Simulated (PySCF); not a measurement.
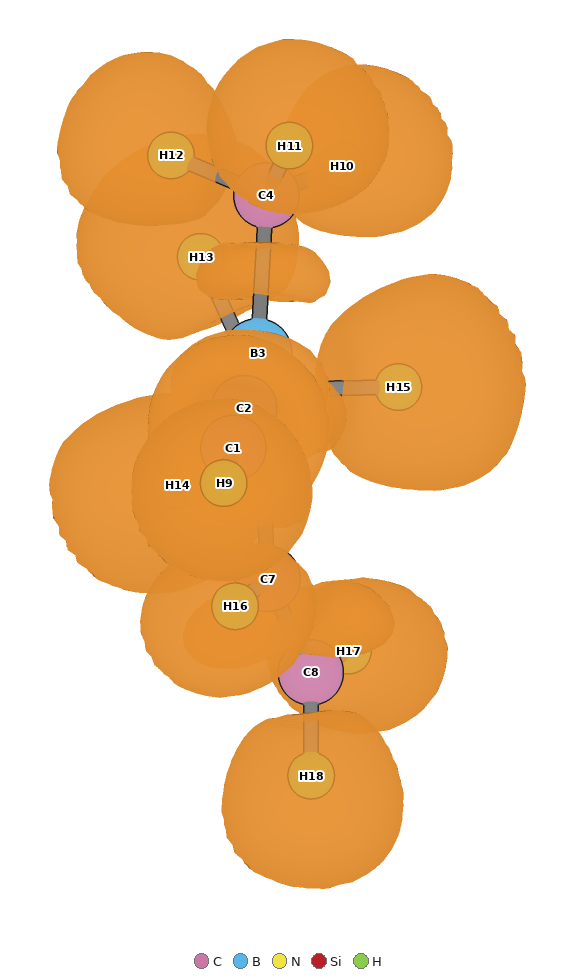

*C5H10BNSi (SMILES C#CB(C)N([SiH3])C=C). Isosurface of the electron localisation function at 0.8 (orange), seen at an oblique angle. Core shells and regions of very low density are left out.*

Geometry: GFN2-xTB.

Theory: PBE0/pcSseg-1, SCF density, gas phase, non-relativistic (PySCF 2.14.0).

```yaml
atoms:
  - { symbol: C, position_ang: [-0.3413, 3.2931, -0.1191] }
  - { symbol: C, position_ang: [-0.5160, 2.1085, 0.0098] }
  - { symbol: B, position_ang: [-0.7854, 0.6230, 0.1860] }
  - { symbol: C, position_ang: [-2.2683, 0.1822, 0.5394] }
  - { symbol: N, position_ang: [0.2690, -0.3172, 0.0320] }
  - { symbol: Si, position_ang: [0.1198, -2.0384, 0.3692] }
  - { symbol: C, position_ang: [1.5076, 0.1507, -0.4143] }
  - { symbol: C, position_ang: [2.4611, -0.5713, -0.9831] }
  - { symbol: H, position_ang: [-0.1842, 4.3275, -0.2302] }
  - { symbol: H, position_ang: [-2.5846, -0.6959, -0.0194] }
  - { symbol: H, position_ang: [-2.9870, 0.9761, 0.3468] }
  - { symbol: H, position_ang: [-2.3496, -0.0680, 1.5967] }
  - { symbol: H, position_ang: [-0.9816, -2.2349, 1.3066] }
  - { symbol: H, position_ang: [1.3727, -2.4504, 1.0034] }
  - { symbol: H, position_ang: [-0.1301, -2.7619, -0.8825] }
  - { symbol: H, position_ang: [1.6440, 1.2174, -0.2871] }
  - { symbol: H, position_ang: [2.3655, -1.6265, -1.1708] }
  - { symbol: H, position_ang: [3.3796, -0.1076, -1.2952] }
```

> Identify the bonds, lone pairs and shells in this picture.

The surface consists of two regions between bonded B–C atoms (shared pairs), two regions between bonded C–C atoms (shared pairs), one region between bonded C–N atoms (shared pairs), ten regions around hydrogen nuclei and one region on N in which the atom's valence shell and bonds are merged. Profiles from the grid: C–C (1.20 Å): the ELF peaks at about 0.85 between the atoms (a multiple bond). C–N (1.40 Å): the ELF peaks at about 0.90 between the atoms: localised, covalent bonding.
